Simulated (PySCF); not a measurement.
# C₃H₈FNSi: NMR shifts at several levels of theory, part 2 of 2

PySCF 2.14.0. Atoms count from 0. Earlier steps stand in the parts before.

## Step 8: NMR shieldings: PBE0/aug-cc-pVDZ

The job: settings as JSON, then the geometry in Å.

```
{"job": {"kind": "nmr", "xc": "PBE0", "basis": "aug-cc-pVDZ", "pop": true}, "charge": 0, "multiplicity": 1}
F     -4.071039     0.114784     0.535460
C     -2.699794     0.104052     0.617791
C     -2.117785    -0.293118    -0.718573
C     -0.624513    -0.354532    -0.729306
N      0.079810    -0.096239     0.290977
Si     1.831252    -0.147629     0.338616
H     -2.347617     1.105148     0.914145
H     -2.389022    -0.603726     1.402855
H     -2.449237     0.410891    -1.503562
H     -2.516861    -1.275986    -1.028959
H     -0.181956    -0.645640    -1.709898
H      2.329878     1.202936     0.727088
H      2.423007    -0.534617    -0.987453
H      2.244817    -1.139022     1.372811
```

With the program's defaults for keys left out, this is: GIAO PBE0/aug-cc-pVDZ NMR shielding, non-relativistic, gas phase.

Output:

```text
coarse grid: 11992 points
cycle   1  E = -562.7362711677  dE =  4.779e-01  |g| = 5.374e-01  |ddm| = 8.738e+00
cycle   2  E = -562.6367207772  dE =  9.955e-02  |g| = 8.808e-01  |ddm| = 2.140e+00
cycle   3  E = -562.7930371723  dE = -1.563e-01  |g| = 1.191e-01  |ddm| = 1.265e+00
cycle   4  E = -562.7958984398  dE = -2.861e-03  |g| = 4.750e-02  |ddm| = 2.598e-01
cycle   5  E = -562.7963421055  dE = -4.437e-04  |g| = 1.013e-02  |ddm| = 7.398e-02
cycle   6  E = -562.7963598408  dE = -1.774e-05  |g| = 3.612e-03  |ddm| = 2.333e-02
cycle   7  E = -562.7963628325  dE = -2.992e-06  |g| = 4.050e-04  |ddm| = 6.883e-03
final grid: 111128 points
cycle   8  E = -562.8085944725  dE = -2.555e-05  |g| = 7.756e-03  |ddm| = 1.650e-01
cycle   9  E = -562.8085830166  dE =  1.146e-05  |g| = 1.076e-02  |ddm| = 4.004e-02
cycle  10  E = -562.8086088285  dE = -2.581e-05  |g| = 1.350e-03  |ddm| = 1.918e-02
cycle  11  E = -562.8086091984  dE = -3.699e-07  |g| = 3.929e-04  |ddm| = 2.551e-03
cycle  12  E = -562.8086092300  dE = -3.166e-08  |g| = 1.412e-04  |ddm| = 7.517e-04
cycle  13  E = -562.8086092336  dE = -3.560e-09  |g| = 3.113e-05  |ddm| = 2.338e-04
cycle  14  E = -562.8086092338  dE = -2.060e-10  |g| = 6.994e-06  |ddm| = 7.299e-05
converged SCF energy = -562.8086092338

GIAO shielding tensors (ppm)
atom      isotropic    diamagn.    paramagn.     s11        s22        s33       span
  0 F      435.192     488.254     -53.062    403.601    447.841    454.134     50.534
  1 C      117.667     219.137    -101.470     81.432     93.064    178.504     97.071
  2 C      150.710     230.105     -79.395    129.439    140.132    182.558     53.118
  3 C       17.991     236.615    -218.624    -75.594      3.356    126.213    201.807
  4 N      -71.290     281.902    -353.193   -379.475   -108.801    274.405    653.879
  5 Si     454.549     894.537    -439.988    393.941    443.265    526.440    132.499
  6 H       26.590      29.222      -2.633     22.426     27.154     30.190      7.764
  7 H       26.565      29.391      -2.826     22.343     27.088     30.264      7.921
  8 H       28.440      25.839       2.601     26.124     27.761     31.437      5.313
  9 H       28.447      25.421       3.027     26.147     27.766     31.428      5.281
 10 H       22.222      37.036     -14.814     20.627     22.304     23.736      3.109
 11 H       26.358      29.577      -3.219     23.801     25.059     30.216      6.414
 12 H       26.555      30.035      -3.480     24.232     24.788     30.645      6.413
 13 H       26.358      29.215      -2.857     23.807     25.050     30.217      6.410
```

It took 31 s on 1 thread of Arm Neoverse V1, shared host; peak memory 0.94 GiB.

Key values: δ C3 177.1, C1 77.4, C2 44.4, F0 -241.0, H10 9.17, H11 4.97 ppm (means over like atoms).

## Step 9: NMR shieldings: PBE0/IGLO-III

Same as in step 8 but for these lines:

```diff
@@ -1,2 +1,2 @@
-{"job": {"kind": "nmr", "xc": "PBE0", "basis": "aug-cc-pVDZ", "pop": true}, "charge": 0, "multiplicity": 1}
+{"job": {"kind": "nmr", "xc": "PBE0", "basis": "IGLO-III", "pop": true}, "charge": 0, "multiplicity": 1}
 F     -4.071039     0.114784     0.535460
```

Method: GIAO PBE0/IGLO-III NMR shielding, non-relativistic, gas phase.

Output:

```text
coarse grid: 11992 points
cycle   1  E = -562.8325483444  dE =  4.220e-01  |g| = 5.965e-01  |ddm| = 2.505e+00
cycle   2  E = -562.7248535483  dE =  1.077e-01  |g| = 9.610e-01  |ddm| = 9.599e-01
cycle   3  E = -562.8942607904  dE = -1.694e-01  |g| = 1.331e-01  |ddm| = 6.484e-01
cycle   4  E = -562.8972433851  dE = -2.983e-03  |g| = 6.494e-02  |ddm| = 9.115e-02
cycle   5  E = -562.8980497929  dE = -8.064e-04  |g| = 1.249e-02  |ddm| = 3.590e-02
cycle   6  E = -562.8980719664  dE = -2.217e-05  |g| = 4.477e-03  |ddm| = 8.739e-03
cycle   7  E = -562.8980762522  dE = -4.286e-06  |g| = 4.900e-04  |ddm| = 2.892e-03
final grid: 111128 points
cycle   8  E = -562.9035988789  dE = -8.686e-05  |g| = 7.845e-03  |ddm| = 5.216e-02
cycle   9  E = -562.9035888410  dE =  1.004e-05  |g| = 1.047e-02  |ddm| = 1.109e-02
cycle  10  E = -562.9036116994  dE = -2.286e-05  |g| = 1.496e-03  |ddm| = 6.233e-03
cycle  11  E = -562.9036120510  dE = -3.517e-07  |g| = 6.240e-04  |ddm| = 1.124e-03
cycle  12  E = -562.9036121294  dE = -7.834e-08  |g| = 2.251e-04  |ddm| = 3.551e-04
cycle  13  E = -562.9036121380  dE = -8.622e-09  |g| = 4.521e-05  |ddm| = 1.372e-04
cycle  14  E = -562.9036121384  dE = -3.677e-10  |g| = 7.989e-06  |ddm| = 3.032e-05
converged SCF energy = -562.9036121384

GIAO shielding tensors (ppm)
atom      isotropic    diamagn.    paramagn.     s11        s22        s33       span
  0 F      431.461     453.184     -21.723    397.026    444.511    452.844     55.818
  1 C      100.597     247.783    -147.186     62.651     74.269    164.872    102.221
  2 C      137.253     249.392    -112.139    114.424    126.397    170.939     56.515
  3 C       -4.433     253.184    -257.617   -104.621    -20.255    111.577    216.198
  4 N     -108.522     330.631    -439.153   -442.465   -151.184    268.084    710.549
  5 Si     391.821     891.458    -499.637    331.537    384.392    459.534    127.997
  6 H       26.640      29.985      -3.345     22.512     27.213     30.194      7.682
  7 H       26.614      29.632      -3.017     22.431     27.147     30.265      7.834
  8 H       28.492      28.922      -0.430     26.125     27.802     31.550      5.425
  9 H       28.499      28.360       0.138     26.149     27.806     31.541      5.393
 10 H       22.313      32.040      -9.727     20.757     22.301     23.881      3.124
 11 H       26.353      29.611      -3.258     24.018     25.109     29.932      5.914
 12 H       26.525      29.676      -3.151     24.326     24.823     30.427      6.101
 13 H       26.353      29.375      -3.023     24.024     25.101     29.934      5.910
```

Wall time 49 s (1 thread of Arm Neoverse V1, shared host); peak memory 1.1 GiB.

Key values: δ C3 188.2, C1 83.2, C2 46.5, F0 -256.8, H10 9.06, H11 4.96 ppm (means over like atoms).

## Step 10: Shielding tensors: PBE0/pcSseg-0

Same as in step 9 but for these lines:

```diff
@@ -1,2 +1,2 @@
-{"job": {"kind": "nmr", "xc": "PBE0", "basis": "IGLO-III", "pop": true}, "charge": 0, "multiplicity": 1}
+{"job": {"kind": "nmr", "xc": "PBE0", "basis": "pcSseg-0", "pop": true}, "charge": 0, "multiplicity": 1}
 F     -4.071039     0.114784     0.535460
```

Method: GIAO PBE0/pcSseg-0 NMR shielding, non-relativistic, gas phase.

Output:

```text
coarse grid: 11992 points
cycle   1  E = -561.7267116897  dE =  4.363e-01  |g| = 5.337e-01  |ddm| = 3.648e+00
cycle   2  E = -561.6356379566  dE =  9.107e-02  |g| = 8.690e-01  |ddm| = 1.825e+00
cycle   3  E = -561.7837264380  dE = -1.481e-01  |g| = 1.286e-01  |ddm| = 1.162e+00
cycle   4  E = -561.7870920197  dE = -3.366e-03  |g| = 3.632e-02  |ddm| = 1.669e-01
cycle   5  E = -561.7873455153  dE = -2.535e-04  |g| = 8.749e-03  |ddm| = 4.558e-02
cycle   6  E = -561.7873631685  dE = -1.765e-05  |g| = 1.624e-03  |ddm| = 1.217e-02
cycle   7  E = -561.7873637971  dE = -6.286e-07  |g| = 4.270e-04  |ddm| = 2.592e-03
final grid: 111128 points
cycle   8  E = -561.7851717661  dE = -1.737e-05  |g| = 4.343e-03  |ddm| = 2.249e-02
cycle   9  E = -561.7851710096  dE =  7.565e-07  |g| = 4.701e-03  |ddm| = 1.081e-02
cycle  10  E = -561.7851763409  dE = -5.331e-06  |g| = 9.393e-04  |ddm| = 6.079e-03
cycle  11  E = -561.7851765138  dE = -1.729e-07  |g| = 1.987e-04  |ddm| = 1.132e-03
cycle  12  E = -561.7851765218  dE = -8.020e-09  |g| = 8.063e-05  |ddm| = 3.150e-04
cycle  13  E = -561.7851765229  dE = -1.100e-09  |g| = 1.120e-05  |ddm| = 8.636e-05
cycle  14  E = -561.7851765229  dE = -2.296e-11  |g| = 3.230e-06  |ddm| = 1.708e-05
converged SCF energy = -561.7851765229

GIAO shielding tensors (ppm)
atom      isotropic    diamagn.    paramagn.     s11        s22        s33       span
  0 F      459.873     459.203       0.670    394.138    491.320    494.162    100.024
  1 C      109.645     253.501    -143.856     70.184     83.902    174.848    104.664
  2 C      145.470     249.658    -104.187    121.369    131.972    183.071     61.702
  3 C        4.172     252.447    -248.275    -96.050    -12.354    120.921    216.970
  4 N     -116.460     333.475    -449.934   -522.331   -126.908    299.860    822.191
  5 Si     417.808     879.318    -461.509    332.156    402.946    518.324    186.168
  6 H       27.918      29.187      -1.269     22.879     29.237     31.639      8.760
  7 H       27.899      29.264      -1.365     22.776     29.205     31.716      8.940
  8 H       29.916      30.306      -0.390     27.420     29.026     33.303      5.883
  9 H       29.923      30.466      -0.543     27.428     29.045     33.297      5.870
 10 H       24.114      29.767      -5.653     23.451     23.530     25.360      1.909
 11 H       27.400      28.717      -1.318     23.781     26.590     31.828      8.047
 12 H       27.780      28.746      -0.966     24.921     25.911     32.508      7.587
 13 H       27.402      28.669      -1.267     23.789     26.583     31.834      8.045
```

It took 7.3 s on 1 thread of Arm Neoverse V1, shared host; peak memory 0.48 GiB.

Key values: δ C3 189.3, C1 83.9, C2 48.0, F0 -281.5, H10 8.72, H11 5.30 ppm (means over like atoms).

## Step 11: Side by side: NMR shifts

Shifts (ppm) of some atoms, chosen among heavy atoms and hydrogens apart, means over like atoms, with basis size and wall time:

| run | C3 | C1 | H10 | H11 | F0 | N4 | Si5 | functions | time |
| --- | --- | --- | --- | --- | --- | --- | --- | --- | --- |
| PBE0/6-31G* | 169.5 | 75.5 | 8.57 | 5.03 | -241.6 | 319.1 | -13.6 | 104 | 11 s |
| PBE0/6-311+G(2d,p) | 182.3 | 80.0 | 9.12 | 5.06 | -256.5 | 356.6 | -43.3 | 218 | 30 s |
| PBE0/def2-SVP | 174.8 | 76.2 | 8.43 | 4.78 | -229.9 | 343.7 | -46.1 | 128 | 13 s |
| PBE0/def2-TZVP | 184.8 | 81.9 | 9.10 | 5.06 | -252.6 | 364.5 | -44.8 | 240 | 37 s |
| PBE0/cc-pVDZ | 175.9 | 77.0 | 8.77 | 4.74 | -236.9 | 343.3 | -36.8 | 128 | 14 s |
| PBE0/cc-pVTZ | 183.1 | 81.0 | 9.05 | 4.83 | -248.7 | 361.5 | -37.8 | 296 | 50 s |
| PBE0/aug-cc-pVDZ | 177.1 | 77.4 | 9.17 | 4.97 | -241.0 | 341.1 | -37.8 | 214 | 31 s |
| PBE0/IGLO-III | 188.2 | 83.2 | 9.06 | 4.96 | -256.8 | 369.1 | -46.5 | 299 | 49 s |
| PBE0/pcSseg-0 | 189.3 | 83.9 | 8.72 | 5.30 | -281.5 | 382.5 | -69.3 | 74 | 7.3 s |

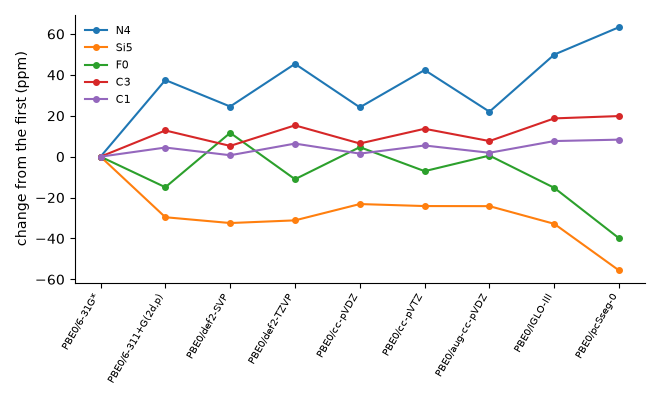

How five of the tabulated atoms move from run to run.

## Step 12: What came out

What follows sums up all 2 parts.

| quantity | value |
| --- | --- |
| ¹³C shifts against TMS (PBE0/6-31G*) | 169.5, 75.5, 41.7 ppm |
| ¹H shifts against TMS (PBE0/6-31G*, means over atoms taken as alike) | 8.57, 5.03, 4.73, 2.62 ppm |
| ¹⁹F shifts against CFCl3 (PBE0/6-31G*) | -241.6 ppm |
| ¹⁵N shifts against NH3 (PBE0/6-31G*) | 319.1 ppm |
| ²⁹Si shifts against TMS (PBE0/6-31G*) | -13.6 ppm |
| range of the shift of N4 | 319.1 to 382.5 ppm |

What this shows: Single values in the summary come from the first run of each kind that ended normally (PBE0/6-31G*), which need not be the best level. At PBE0/6-31G*: Shielding is most anisotropic at N4 (span 649 ppm, paramagnetic term -383 ppm). Across the 9 runs the shift of N4 moves most, between 319.1 (PBE0/6-31G*) and 382.5 ppm (PBE0/pcSseg-0).
